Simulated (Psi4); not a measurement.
# CuPH4 (Cu(PH3)H): PBE/6-31G(d) (spherical functions, sweep point 8)

Aim: the vertical ionisation energy of CuPH4 (Cu(PH3)H) at PBE/6-31G* (spherical functions, sweep point 8), from 2 runs. Input form: a Python script.

The calculation is run with Psi4 1.11.

4 further runs of the same task are left out: 4 set aside as unsound or not needed.

## (1) Starting point

CuPH4: 6 atoms, total charge 0, spin state singlet. SMILES: `[H][Cu]<-[PH3]`. Geometry: a GFN2-xTB relaxation, a rough one for these elements and not checked as a minimum.

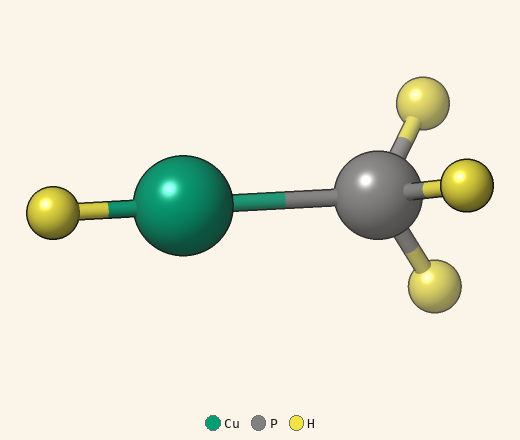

Viewed from a chosen angle; copper teal, phosphorus grey, hydrogen yellow.

## (2) The energy at PBE/6-31G(d) (spherical functions, sweep point 8)

File job.py:

```python
import psi4

psi4.set_memory(1600000000)
psi4.set_num_threads(1)
psi4.core.set_output_file('output.dat', False)

geom = psi4.geometry("""
0 1
Cu     0.00459203     0.02186413    -3.03159314
P      0.00389284     0.00260782     1.18899678
H      1.44548931    -1.70583688     2.54718074
H     -2.18903985    -0.42286401     2.55101688
H      0.73943094     2.08238370     2.58994524
H     -0.00436527     0.02184523    -5.84554651
units bohr
symmetry c1
""")

psi4.set_options({
    'basis': '6-31G*',
    'reference': 'rks',
    'puream': True,
    'scf_type': 'pk',
    'dft_radial_points': 250,
    'dft_spherical_points': 1202,
})

e_tot, wfn = psi4.energy('pbe', return_wfn=True)
print(f'total energy {e_tot:.8f} hartree = {e_tot * 27.211386:.5f} eV')
```

Started as:

```
python job.py
```

output.dat (excerpt; [...] marks lines left out):

```text
[...]
  Running in c1 symmetry.
[...]
  Nuclear repulsion =  148.284566533657596
[...]
  Multiplicity = 1
[...]
  Nalpha       = 24
  Nbeta        = 24
[...]
    Number of basis functions: 60
[...]
   @RKS iter   1: -1980.35302709110510    1.05492e+00   5.54720e-02 ADIIS/DIIS
[...]
   @RKS iter  12: -1983.48303007309300   -3.91310e-09   2.52374e-07 DIIS
[...]
    Orbital Energies [Eh]
    ---------------------
    Doubly Occupied:
       1A   -321.461045     2A    -76.329983     3A    -38.265267
       4A    -33.569748     5A    -33.554650     6A    -33.554617
       7A     -6.341231     8A     -4.557753     9A     -4.557750
      10A     -4.554083    11A     -4.069170    12A     -2.623318
      13A     -2.594532    14A     -2.594476    15A     -0.636272
      16A     -0.388342    17A     -0.388068    18A     -0.344020
      19A     -0.235375    20A     -0.166637    21A     -0.165159
      22A     -0.165042    23A     -0.136884    24A     -0.136884
[...]
  @RKS Final Energy: -1983.48303007309300
   => Energetics <=
    Nuclear Repulsion Energy =            148.2845665336575962
    One-Electron Energy =               -3056.4658904992452335
    Two-Electron Energy =                1016.2139249047661451
    DFT Exchange-Correlation Energy =     -91.5156310122714700
    Empirical Dispersion Energy =           0.0000000000000000
    VV10 Nonlocal Energy =                  0.0000000000000000
    Total Energy =                      -1983.4830300730930048
[...]
 Multipole Moments:
 ------------------------------------------------------------------------------------
     Multipole            Electronic (a.u.)      Nuclear  (a.u.)        Total (a.u.)
 ------------------------------------------------------------------------------------
 L = 1.  Multiply by 2.5417464519 to convert [e a0] to [Debye]
 Dipole X            :          0.0160780           -0.0134622            0.0026158
 Dipole Y            :          0.0489533           -0.0531562           -0.0042029
 Dipole Z            :         -4.6037361            6.3051960            1.7014600
 Magnitude           :                                                    1.7014672
[...]
```

On the terminal:

```text
total energy -1983.48303007 hartree = -53973.32236 eV
```

Wall time 42 s (1 thread of Intel Xeon Platinum 8488C (Sapphire Rapids), shared host); peak memory 1.2 GiB.

## (3) The doublet cation at the same level

File cuh4p.py:

```python
import psi4

psi4.set_memory('1600 MB')
psi4.set_num_threads(1)
psi4.set_output_file('cuh4p.out', False)

geom = psi4.geometry("""
1 2
Cu     0.00459203     0.02186413    -3.03159314
P      0.00389284     0.00260782     1.18899678
H      1.44548931    -1.70583688     2.54718074
H     -2.18903985    -0.42286401     2.55101688
H      0.73943094     2.08238370     2.58994524
H     -0.00436527     0.02184523    -5.84554651
units bohr
symmetry c1
""")

options = {'basis': '6-31G*', 'reference': 'uks', 'puream': True, 'scf_type': 'pk', 'dft_radial_points': 250, 'dft_spherical_points': 1202, 'maxiter': 150}
psi4.set_options(options)

e = psi4.energy('pbe', molecule=geom)
print(f'pbe energy: {e:.10f} Eh')
```

Started as:

```
python cuh4p.py
```

cuh4p.out (excerpt; [...] marks lines left out):

```text
[...]
  Running in c1 symmetry.
[...]
  Nuclear repulsion =  148.284566533657596
[...]
  Multiplicity = 2
[...]
  Nalpha       = 24
  Nbeta        = 23
[...]
    Number of basis functions: 60
[...]
   @UKS iter   1: -1979.74411242178735    1.66384e+00   5.56585e-02 DIIS/ADIIS
[...]
   @UKS iter  14: -1983.19067790332952   -3.52418e-08   8.21821e-07 DIIS
[...]
   @S^2 Observed:                7.506966887E-01
[...]
    Orbital Energies [Eh]
    ---------------------
    Alpha Occupied:
       1A   -321.773703     2A    -76.524073     3A    -38.582155
       4A    -33.893806     5A    -33.866006     6A    -33.865982
       7A     -6.539495     8A     -4.755314     9A     -4.755309
      10A     -4.752883    11A     -4.392651    12A     -2.962018
      13A     -2.909217    14A     -2.909162    15A     -0.832640
      16A     -0.591430    17A     -0.578753    18A     -0.578533
      19A     -0.506921    20A     -0.475332    21A     -0.475292
      22A     -0.467556    23A     -0.449110    24A     -0.449105
    Alpha Virtual:
      25A     -0.257269    26A     -0.257044    27A     -0.211460
[...]
  @UKS Final Energy: -1983.19067790332952
   => Energetics <=
    Nuclear Repulsion Energy =            148.2845665336575962
    One-Electron Energy =               -3043.7370160851924084
    Two-Electron Energy =                1003.5252018380966774
    DFT Exchange-Correlation Energy =     -91.2634301898913236
    Empirical Dispersion Energy =           0.0000000000000000
    VV10 Nonlocal Energy =                  0.0000000000000000
    Total Energy =                      -1983.1906779033295152
[...]
 Multipole Moments:
 ------------------------------------------------------------------------------------
     Multipole            Electronic (a.u.)      Nuclear  (a.u.)        Total (a.u.)
 ------------------------------------------------------------------------------------
 L = 1.  Multiply by 2.5417464519 to convert [e a0] to [Debye]
 Dipole X            :          0.0140702           -0.0134622            0.0006080
 Dipole Y            :          0.0494257           -0.0531562           -0.0037305
 Dipole Z            :         -5.4249426            6.3051960            0.8802534
 Magnitude           :                                                    0.8802615
[...]
```

Standard output:

```text
pbe energy: -1983.1906779033 Eh
```

Wall time 67 s (1 thread of Intel Xeon Platinum 8488C (Sapphire Rapids), shared host); peak memory 1.2 GiB.

## (4) Summary of results

Level: PBE/6-31G* (spherical functions, sweep point 8).

| quantity | value |
| --- | --- |
| singlet CuPH4: total energy | -1983.48303 Eh |
| singlet CuPH4: dipole moment | 4.32 D |
| singlet CuPH4: HOMO energy | -3.72 eV |
| singlet CuPH4: LUMO energy | -1.33 eV |
| singlet CuPH4: HOMO–LUMO gap | 2.40 eV |
| doublet cation: total energy | -1983.19068 Eh |
| doublet cation: HOMO energy (highest over α and β) | -11.81 eV |
| doublet cation: LUMO energy (lowest over α and β) | -11.59 eV |
| doublet cation: ⟨S²⟩ | 0.751 |
| vertical ionisation energy (to the doublet cation) | 7.955 eV |

**Reading.** Removing an electron at fixed nuclei costs 7.96 eV (183 kcal/mol). The negative HOMO energy of the first species, 3.72 eV, lies 4.23 eV below that difference.
